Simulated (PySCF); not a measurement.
# FCI/STO-3G run of AlH2F (SMILES [H][Al]([H])[F])

What is the energy change on altering one bond length of AlH2F at FCI/STO-3G? The job is set up through a Python script.

The results are computed with PySCF 2.14.0.

9 further runs of the same task are left out: 9 set aside as unsound or not needed.

## Step 1: The structure to begin with

AlH2F: 4 atoms, total charge 0, spin state singlet. As SMILES, `[H][Al]([H])[F]`. The shape comes from GFN2-xTB, which is rough for such elements, and wasn't checked as a minimum.

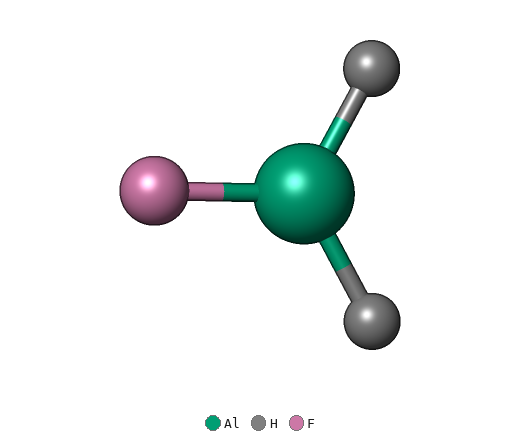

The structure, seen from a chosen angle (aluminium teal, hydrogen grey, fluorine pink).

## Step 2: A single-point energy at FCI/STO-3G

File run.py:

```python
from pyscf import gto, scf, mcscf

mol = gto.M(
    atom='''
Al     0.037039     0.061756     0.001776
H      2.923236    -0.033769     0.026607
H     -1.396489     2.567798    -0.036698
F     -1.563786    -2.595784     0.008315
''',
    max_memory=1860,
    basis='sto-3g',
    verbose=3,
    unit='bohr',
)

myscf = scf.RHF(mol)
myscf.conv_tol = 1e-10
myscf.kernel()
if not myscf.converged:
    myscf = myscf.newton().run(myscf.mo_coeff, myscf.mo_occ)

cas = mcscf.CASCI(myscf, myscf.mo_coeff.shape[-1] - 6, (mol.nelec[0] - 6, mol.nelec[1] - 6))  # full CI above the frozen core
cas.fix_spin_(ss=0.0)
cas.kernel()
e_final = cas.e_tot
print('E = %.10f Eh' % e_final)
```

Launch:

```bash
$ OMP_NUM_THREADS=1 python run.py
```

Standard output:

```text
converged SCF energy = -338.234252262538
CASCI E = -338.300332851074  E(CI) = -38.1516761687438  S^2 = 0.0000000
E = -338.3003328511 Eh
```

Run time: 1 s. Hardware: 1 thread of Arm Neoverse V2, shared host; peak memory 0.12 GiB.

## Step 3: The distorted shape at the same level

File run.py:

```python
from pyscf import gto, mcscf

mol = gto.M(
    atom=[
    ('Al', (-1.813126, 0.093338, -0.014828)),
    ('H', (1.546910, -0.017870, 0.014080)),
    ('H', (-2.571716, 1.419478, -0.035188)),
    ('F', (-2.660246, -1.312972, -0.011368)),
],
    max_memory=1860,
    basis='sto-3g',
    verbose=3,
    charge=0,
)

mf = mol.RHF()
mf.conv_tol = 1e-10
mf.kernel()
if not mf.converged:
    mf = mf.newton().run(mf.mo_coeff, mf.mo_occ)

cas = mcscf.CASCI(mf, mf.mo_coeff.shape[-1] - 6, (mol.nelec[0] - 6, mol.nelec[1] - 6))  # full CI above the frozen core
cas.fix_spin_(ss=0.0)
cas.kernel()
e_final = cas.e_tot
print('Final energy', e_final)
```

Launch:

```bash
$ OMP_NUM_THREADS=1 python run.py
```

Standard output:

```text
converged SCF energy = -337.90709377215
CASCI E = -338.114803075812  E(CI) = -36.8108306871558  S^2 = 0.0000000
Final energy -338.1148030758122
```

Run time: 1.2 s. Hardware: 1 thread of Arm Neoverse V2, shared host; peak memory 0.12 GiB.

## Step 4: Outcome

Level: FCI/STO-3G, 6 core orbitals frozen.

| quantity | value |
| --- | --- |
| first shape: total energy | -338.30033 Eh |
| first shape: dipole moment (Hartree–Fock density) | 0.72 D |
| first shape: HOMO energy (Hartree–Fock orbitals) | -8.93 eV |
| first shape: LUMO energy (Hartree–Fock orbitals) | 9.27 eV |
| first shape: HOMO–LUMO gap (Hartree–Fock orbitals) | 18.20 eV |
| first shape: correlation energy (6 core orbitals frozen) | -66.1 mEh |
| distorted shape: total energy | -338.11480 Eh |
| distorted shape: dipole moment (Hartree–Fock density) | 3.35 D |
| distorted shape: HOMO energy (Hartree–Fock orbitals) | -2.67 eV |
| distorted shape: LUMO energy (Hartree–Fock orbitals) | 3.42 eV |
| distorted shape: HOMO–LUMO gap (Hartree–Fock orbitals) | 6.09 eV |
| distorted shape: correlation energy (6 core orbitals frozen) | -207.7 mEh |
| energy change with the Al1–H2 bond stretched from 1.528 to 3.362 Å | 5.049 eV |

**Reading.** With the Al1–H2 bond stretched from 1.528 to 3.362 Å the energy rises by 5.05 eV (487 kJ/mol). The first shape isn't relaxed at this level, so the change isn't measured from a minimum. The minimal basis adds a large error of its own. Mulliken charges (first shape) of the mean-field density run from -0.38 on F4 to +0.95 on Al1; they depend strongly on the basis.
